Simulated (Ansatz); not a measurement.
# GaNH₂ (triplet): B2PLYP, RPA-PBE over vertical spin and charge gaps, cc-pVDZ

Aim: run GaNH₂ (triplet) with these functionals over vertical spin and charge gaps, and hold them against the top wave-function level at the same points.

The runs use Ansatz 0.2.0, Gaussian basis; cc-pVDZ, all electrons in the functionals, frozen cores in the correlation of double hybrids and RPA.

The runs, in order: B2PLYP, RPA-PBE, at charge 0, triplet; charge 0, singlet; charge 0, quintet; charge 1, doublet; charge 1, quartet.

12 further runs of the same task are left out: 9 for a known fault of the program, 3 set aside as unsound or not needed.

**1. The geometry**

The geometry is a PBE0/def2-TZVP stationary point (not a proven minimum). No spin-orbit coupling is included. The filled d shell of Ga may be among the frozen orbitals whatever the setting's name suggests; the logs give the count.

4 atoms, charge 0, spin multiplicity 3.

Atoms are counted from 1 here; the program's logs count them from 0.

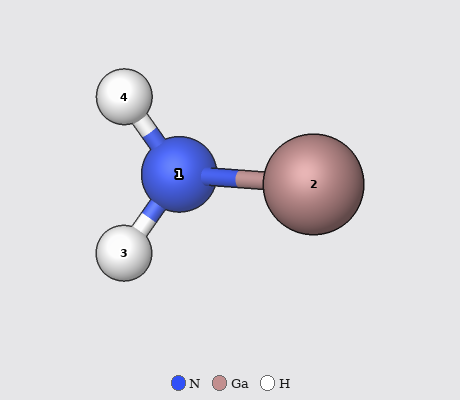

The geometry (nitrogen blue, gallium pink, hydrogen white); atoms are numbered from 1 in the order of the file.

No dispersion term is added.

The geometry shown and the zero of energy belong to the point charge 0, triplet. The yardstick, RCCSDTQ, and other wave-function levels (R restricted, U unrestricted, valence and pair active spaces) come from earlier runs.

**2. B2PLYP, charge 0, triplet**

The input, in.yaml:

```yaml
crystal:
  periodic: [false, false, false]
  atoms:
    - {symbol: N, position_ang: [-0.104201, 0.000000, 1.521268]}
    - {symbol: Ga, position_ang: [0.011438, 0.000000, -0.361116]}
    - {symbol: H, position_ang: [0.328389, -0.826162, 1.919816]}
    - {symbol: H, position_ang: [0.328389, 0.826162, 1.919816]}
basis:
  gaussian: {orbitals: cc-pVDZ}
magnetization: {spin_polarized: true, initial_magnetization: 2}
hamiltonian: {xc: {name: B2PLYP}}
correlation: {electrons: outside_noble_gas}
```

Started as:

```bash
> ansatz run in.yaml --threads 1 --pin off --events-out ev --progress --plain --max-ram 4096MiB --backend cpu
```

Log:

```text
Functional definition: B2PLYP
  name "B2PLYP"
  cite "Grimme, J. Chem. Phys. 124, 034108 (2006) doi:10.1063/1.2148954"
  cite "Becke, Phys. Rev. A 38, 3098 (1988) doi:10.1103/PhysRevA.38.3098"
  cite "Lee, Yang & Parr, Phys. Rev. B 37, 785 (1988) doi:10.1103/PhysRevB.37.785"
  parameter a = 0.53
  parameter c = 0.27
  exchange = (1 - a)*b88_x + a*exact_x
  correlation = (1 - c)*lyp_c + c*(mp2_os + mp2_ss)
548 factors; integrals over basis functions are off by at most 8.1e-4 eV
mean field evaluation 1: about -53878.6496 eV, gradient 2.9e1 eV
mean field evaluation 2: about -53878.6506 eV, gradient 2.9e1 eV
mean field evaluation 4: about -53882.3168 eV, gradient 2.9e0 eV
mean field evaluation 8: about -53882.3878 eV, gradient 5.4e-2 eV
mean field evaluation 16: about -53882.3879 eV, gradient 2.1e-4 eV
mean field -53882.38785591 eV, -1980.1412309106 hartree, gradient 5.7e-6 eV, S^2 2.012244; 2 other end points of the search recorded, 0 dependent functions left out
15 core orbitals not correlated: weight in the atoms' cores, before any rotation towards them, 0.714 or more for the frozen orbitals, at most 0.291 for the correlated occupied ones
reference -53882.38797568 eV, -1980.1412353119 hartree; 6, 4 occupied and 30, 32 virtual orbitals, 548 factors
second order -7.05399479 eV of doubles, -0.00000000 eV of singles
Total energy: -53884.29255427 eV, -1980.2112272842 hartree
```

Run time: 2.3 s. Hardware: 1 thread of AMD EPYC 7R13, shared host.

From the report: ⟨S²⟩ of the determinant 2.012 (pure triplet: 2.00).

**3. B2PLYP, charge 0, singlet**

Changes to in.yaml since step 2:

```diff
@@ -9,3 +9,2 @@
   gaussian: {orbitals: cc-pVDZ}
-magnetization: {spin_polarized: true, initial_magnetization: 2}
 hamiltonian: {xc: {name: B2PLYP}}
```

Same command.

Log (excerpt; [...] marks lines left out):

```text
Functional definition: B2PLYP
  name "B2PLYP"
  cite "Grimme, J. Chem. Phys. 124, 034108 (2006) doi:10.1063/1.2148954"
  cite "Becke, Phys. Rev. A 38, 3098 (1988) doi:10.1103/PhysRevA.38.3098"
  cite "Lee, Yang & Parr, Phys. Rev. B 37, 785 (1988) doi:10.1103/PhysRevB.37.785"
[...]
548 factors; integrals over basis functions are off by at most 8.1e-4 eV
[...]
mean field -53884.99002881 eV, -1980.2368590005 hartree, gradient 3.3e-6 eV, S^2 0.000000; 0 other end points of the search recorded, 0 dependent functions left out
15 core orbitals not correlated: weight in the atoms' cores, before any rotation towards them, 0.819 or more for the frozen orbitals, at most 0.179 for the correlated occupied ones
reference -53884.99014730 eV, -1980.2368633550 hartree; 5, 5 occupied and 31, 31 virtual orbitals, 548 factors
second order -7.62375682 eV of doubles, -0.00000000 eV of singles
Total energy: -53887.04856164 eV, -1980.3125086868 hartree
```

It took 1.7 s on 1 thread of AMD EPYC 7R13, shared host.

From charge 0, triplet: -265.9 kJ/mol.

**4. B2PLYP, charge 0, quintet**

Changes to in.yaml since step 3:

```diff
@@ -9,2 +9,3 @@
   gaussian: {orbitals: cc-pVDZ}
+magnetization: {spin_polarized: true, initial_magnetization: 4}
 hamiltonian: {xc: {name: B2PLYP}}
```

Same command.

Log (excerpt; [...] marks lines left out):

```text
Functional definition: B2PLYP
  name "B2PLYP"
  cite "Grimme, J. Chem. Phys. 124, 034108 (2006) doi:10.1063/1.2148954"
  cite "Becke, Phys. Rev. A 38, 3098 (1988) doi:10.1103/PhysRevA.38.3098"
  cite "Lee, Yang & Parr, Phys. Rev. B 37, 785 (1988) doi:10.1103/PhysRevB.37.785"
[...]
548 factors; integrals over basis functions are off by at most 8.1e-4 eV
[...]
mean field -53878.12912524 eV, -1979.9847254450 hartree, gradient 4.2e-6 eV, S^2 6.005625; 0 other end points of the search recorded, 0 dependent functions left out
15 core orbitals not correlated, not the lowest: weight in the atoms' cores, before any rotation towards them, 0.789 or more for the frozen orbitals, at most 0.228 for the correlated occupied ones
reference -53878.12924449 eV, -1979.9847298272 hartree; 7, 3 occupied and 29, 33 virtual orbitals, 548 factors
second order -5.26773831 eV of doubles, -0.00000000 eV of singles
Total energy: -53879.55153383 eV, -1980.0369979965 hartree
```

It took 1.9 s on 1 thread of AMD EPYC 7R13, shared host.

From the report: ⟨S²⟩ of the determinant 6.006 (pure quintet: 6.00).

From charge 0, triplet: +457.4 kJ/mol.

**5. B2PLYP, charge 1, doublet**

Changes to in.yaml since step 4:

```diff
@@ -9,3 +9,4 @@
   gaussian: {orbitals: cc-pVDZ}
-magnetization: {spin_polarized: true, initial_magnetization: 4}
+total_charge: 1
+magnetization: {spin_polarized: true, initial_magnetization: 1}
 hamiltonian: {xc: {name: B2PLYP}}
```

Same command.

Log (excerpt; [...] marks lines left out):

```text
Functional definition: B2PLYP
  name "B2PLYP"
  cite "Grimme, J. Chem. Phys. 124, 034108 (2006) doi:10.1063/1.2148954"
  cite "Becke, Phys. Rev. A 38, 3098 (1988) doi:10.1103/PhysRevA.38.3098"
  cite "Lee, Yang & Parr, Phys. Rev. B 37, 785 (1988) doi:10.1103/PhysRevB.37.785"
[...]
548 factors; integrals over basis functions are off by at most 8.1e-4 eV
[...]
mean field -53876.93423664 eV, -1979.9408140988 hartree, gradient 2.9e-6 eV, S^2 0.785421; 2 other end points of the search recorded, 0 dependent functions left out
15 core orbitals not correlated: weight in the atoms' cores, before any rotation towards them, 0.727 or more for the frozen orbitals, at most 0.269 for the correlated occupied ones
reference -53876.93434948 eV, -1979.9408182457 hartree; 5, 4 occupied and 31, 32 virtual orbitals, 548 factors
second order -6.54438823 eV of doubles, -0.00000000 eV of singles
Total energy: -53878.70133430 eV, -1980.0057537402 hartree
```

It took 3.1 s on 1 thread of AMD EPYC 7R13, shared host.

From the report: ⟨S²⟩ of the determinant 0.785 (pure doublet: 0.75).

From charge 0, triplet: +539.5 kJ/mol.

**6. B2PLYP, charge 1, quartet**

Changes to in.yaml since step 5:

```diff
@@ -10,3 +10,3 @@
 total_charge: 1
-magnetization: {spin_polarized: true, initial_magnetization: 1}
+magnetization: {spin_polarized: true, initial_magnetization: 3}
 hamiltonian: {xc: {name: B2PLYP}}
```

The command is unchanged.

Log (excerpt; [...] marks lines left out):

```text
Functional definition: B2PLYP
  name "B2PLYP"
  cite "Grimme, J. Chem. Phys. 124, 034108 (2006) doi:10.1063/1.2148954"
  cite "Becke, Phys. Rev. A 38, 3098 (1988) doi:10.1103/PhysRevA.38.3098"
  cite "Lee, Yang & Parr, Phys. Rev. B 37, 785 (1988) doi:10.1103/PhysRevB.37.785"
[...]
548 factors; integrals over basis functions are off by at most 8.1e-4 eV
[...]
mean field -53872.76378904 eV, -1979.7875529763 hartree, gradient 8.7e-6 eV, S^2 3.756639; 6 other end points of the search recorded, 0 dependent functions left out
15 core orbitals not correlated, not the lowest: weight in the atoms' cores, before any rotation towards them, 0.681 or more for the frozen orbitals, at most 0.351 for the correlated occupied ones
reference -53872.76390721 eV, -1979.7875573192 hartree; 6, 3 occupied and 30, 33 virtual orbitals, 548 factors
second order -5.08024521 eV of doubles, -0.00000000 eV of singles
Total energy: -53874.13557342 eV, -1979.8379651226 hartree
```

Wall time 6.5 s (1 thread of AMD EPYC 7R13, shared host).

From the report: ⟨S²⟩ of the determinant 3.757 (pure quartet: 3.75).

From charge 0, triplet: +980.0 kJ/mol.

**7. RPA-PBE, charge 0, triplet**

Changes to in.yaml since step 6:

```diff
@@ -9,5 +9,4 @@
   gaussian: {orbitals: cc-pVDZ}
-total_charge: 1
-magnetization: {spin_polarized: true, initial_magnetization: 3}
-hamiltonian: {xc: {name: B2PLYP}}
-correlation: {electrons: outside_noble_gas}
+magnetization: {spin_polarized: true, initial_magnetization: 2}
+hamiltonian: {xc: {name: PBE}}
+correlation: {method: rpa, electrons: outside_noble_gas}
```

Same command.

Log (excerpt; [...] marks lines left out):

```text
Functional definition: PBE
  name "PBE"
  cite "Perdew, Burke & Ernzerhof, Phys. Rev. Lett. 77, 3865 (1996) doi:10.1103/PhysRevLett.77.3865"
  parent pbe
[...]
548 factors; integrals over basis functions are off by at most 8.1e-4 eV
[...]
mean field -53887.39250799 eV, -1980.3251484821 hartree, gradient 7.8e-6 eV, S^2 2.002803; 7 other end points of the search recorded, 0 dependent functions left out
15 core orbitals not correlated, not the lowest: weight in the atoms' cores, before any rotation towards them, 0.753 or more for the frozen orbitals, at most 0.280 for the correlated occupied ones
reference -53844.06439481 eV, -1978.7328696918 hartree; 6, 4 occupied and 30, 32 virtual orbitals, 548 factors
Total energy: -53853.85934451 eV, -1979.0928274537 hartree
```

It took 5.5 s on 1 thread of AMD EPYC 7R13, shared host.

From the report: ⟨S²⟩ of the determinant 2.003 (pure triplet: 2.00).

**8. RPA-PBE, charge 0, singlet**

Changes to in.yaml since step 7:

```diff
@@ -9,3 +9,2 @@
   gaussian: {orbitals: cc-pVDZ}
-magnetization: {spin_polarized: true, initial_magnetization: 2}
 hamiltonian: {xc: {name: PBE}}
```

The command is unchanged.

Log (excerpt; [...] marks lines left out):

```text
Functional definition: PBE
  name "PBE"
  cite "Perdew, Burke & Ernzerhof, Phys. Rev. Lett. 77, 3865 (1996) doi:10.1103/PhysRevLett.77.3865"
  parent pbe
[...]
548 factors; integrals over basis functions are off by at most 8.1e-4 eV
[...]
mean field -53890.09779971 eV, -1980.4245661192 hartree, gradient 1.0e-6 eV, S^2 0.000000; 0 other end points of the search recorded, 0 dependent functions left out
15 core orbitals not correlated, not the lowest: weight in the atoms' cores, before any rotation towards them, 0.679 or more for the frozen orbitals, at most 0.316 for the correlated occupied ones
reference -53846.18187321 eV, -1978.8106855875 hartree; 5, 5 occupied and 31, 31 virtual orbitals, 548 factors
Total energy: -53856.42769452 eV, -1979.1872125758 hartree
```

Wall time 1.2 s (1 thread of AMD EPYC 7R13, shared host).

From charge 0, triplet: -247.8 kJ/mol.

**9. RPA-PBE, charge 0, quintet**

Changes to in.yaml since step 8:

```diff
@@ -9,2 +9,3 @@
   gaussian: {orbitals: cc-pVDZ}
+magnetization: {spin_polarized: true, initial_magnetization: 4}
 hamiltonian: {xc: {name: PBE}}
```

Same command.

Log (excerpt; [...] marks lines left out):

```text
Functional definition: PBE
  name "PBE"
  cite "Perdew, Burke & Ernzerhof, Phys. Rev. Lett. 77, 3865 (1996) doi:10.1103/PhysRevLett.77.3865"
  parent pbe
[...]
548 factors; integrals over basis functions are off by at most 8.1e-4 eV
[...]
mean field -53882.42560560 eV, -1980.1426181858 hartree, gradient 8.8e-6 eV, S^2 6.003328; 5 other end points of the search recorded, 0 dependent functions left out
15 core orbitals not correlated, not the lowest: weight in the atoms' cores, before any rotation towards them, 0.940 or more for the frozen orbitals, at most 0.050 for the correlated occupied ones
reference -53841.16201927 eV, -1978.6262093577 hartree; 7, 3 occupied and 29, 33 virtual orbitals, 548 factors
Total energy: -53849.31150761 eV, -1978.9256975305 hartree
```

It took 3.6 s on 1 thread of AMD EPYC 7R13, shared host.

From the report: ⟨S²⟩ of the determinant 6.003 (pure quintet: 6.00).

From charge 0, triplet: +438.8 kJ/mol.

**10. RPA-PBE, charge 1, doublet**

Changes to in.yaml since step 9:

```diff
@@ -9,3 +9,4 @@
   gaussian: {orbitals: cc-pVDZ}
-magnetization: {spin_polarized: true, initial_magnetization: 4}
+total_charge: 1
+magnetization: {spin_polarized: true, initial_magnetization: 1}
 hamiltonian: {xc: {name: PBE}}
```

Same command.

Log (excerpt; [...] marks lines left out):

```text
Functional definition: PBE
  name "PBE"
  cite "Perdew, Burke & Ernzerhof, Phys. Rev. Lett. 77, 3865 (1996) doi:10.1103/PhysRevLett.77.3865"
  parent pbe
[...]
548 factors; integrals over basis functions are off by at most 8.1e-4 eV
[...]
mean field -53881.73180518 eV, -1980.1171214909 hartree, gradient 6.1e-6 eV, S^2 0.756417; 1 other end points of the search recorded, 0 dependent functions left out
15 core orbitals not correlated, not the lowest: weight in the atoms' cores, before any rotation towards them, 0.545 or more for the frozen orbitals, at most 0.449 for the correlated occupied ones
reference -53838.74438592 eV, -1978.5373629710 hartree; 5, 4 occupied and 31, 32 virtual orbitals, 548 factors
Total energy: -53848.15987591 eV, -1978.8833758460 hartree
```

Wall time 2.6 s (1 thread of AMD EPYC 7R13, shared host).

From the report: ⟨S²⟩ of the determinant 0.756 (pure doublet: 0.75).

From charge 0, triplet: +549.9 kJ/mol.

**11. RPA-PBE, charge 1, quartet**

Changes to in.yaml since step 10:

```diff
@@ -10,3 +10,3 @@
 total_charge: 1
-magnetization: {spin_polarized: true, initial_magnetization: 1}
+magnetization: {spin_polarized: true, initial_magnetization: 3}
 hamiltonian: {xc: {name: PBE}}
```

Same command.

Log (excerpt; [...] marks lines left out):

```text
Functional definition: PBE
  name "PBE"
  cite "Perdew, Burke & Ernzerhof, Phys. Rev. Lett. 77, 3865 (1996) doi:10.1103/PhysRevLett.77.3865"
  parent pbe
[...]
548 factors; integrals over basis functions are off by at most 8.1e-4 eV
[...]
mean field -53876.86632469 eV, -1979.9383183809 hartree, gradient 9.9e-6 eV, S^2 3.753348; 7 other end points of the search recorded, 0 dependent functions left out
15 core orbitals not correlated, not the lowest: weight in the atoms' cores, before any rotation towards them, 0.930 or more for the frozen orbitals, at most 0.129 for the correlated occupied ones
reference -53835.81585332 eV, -1978.4297413829 hartree; 6, 3 occupied and 30, 33 virtual orbitals, 548 factors
Total energy: -53843.75955944 eV, -1978.7216671984 hartree
```

Run time: 5.5 s. Hardware: 1 thread of AMD EPYC 7R13, shared host.

From the report: ⟨S²⟩ of the determinant 3.753 (pure quartet: 3.75).

From charge 0, triplet: +974.5 kJ/mol.

**12. The comparison**

The yardstick is RCCSDTQ, where the cluster series has nearly closed. It comes from earlier runs at the same points. Energies in kJ/mol, counted from charge 0, triplet; blanks weren't run or aren't comparable.

| level | triplet to singlet | triplet to quintet | ionisation to the doublet cation | ionisation to the quartet cation |
| --- | --- | --- | --- | --- |
| RCCSDTQ | -251.0 | 423.6 | 541.6 | 957.5 |
| B2PLYP | -265.9 | 457.4 | 539.5 | 980.0 |
| RPA-PBE | -247.8 | 438.8 | 549.9 | 974.5 |

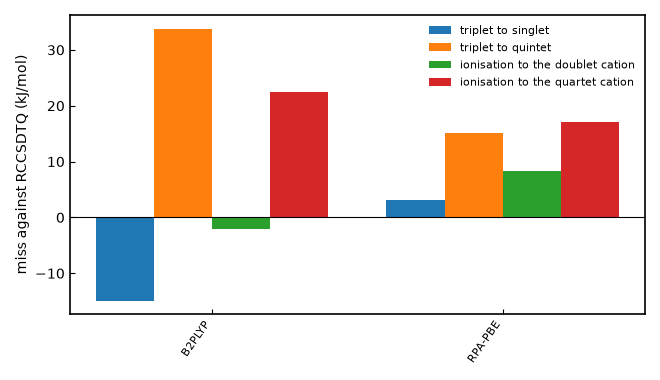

Misses of the gaps against RCCSDTQ.

Largest miss and mean time a point (RCCSDTQ took 52 s a point; shared hosts):

| level | largest miss (kJ/mol) | where | time a point |
| --- | --- | --- | --- |
| B2PLYP | +33.8 | triplet to quintet | 3.1 s |
| RPA-PBE | +17.0 | ionisation to the quartet cation | 3.7 s |

**13. What came out**

| quantity | value |
| --- | --- |
| triplet to singlet, RCCSDTQ | -251.0 kJ/mol |
| triplet to quintet, RCCSDTQ | 423.6 kJ/mol |
| ionisation to the doublet cation, RCCSDTQ | 541.6 kJ/mol |
| ionisation to the quartet cation, RCCSDTQ | 957.5 kJ/mol |
| largest miss, B2PLYP | +33.8 kJ/mol (triplet to quintet) |
| largest miss, RPA-PBE | +17.0 kJ/mol (ionisation to the quartet cation) |

**Reading.** Of the functionals, RPA-PBE keep the smallest largest miss at the points compared (at most 17.0 kJ/mol) and B2PLYP strays most (33.8 kJ/mol, at triplet to quintet). Functionals and the yardstick converge differently with the basis, so part of each miss in cc-pVDZ is the basis.
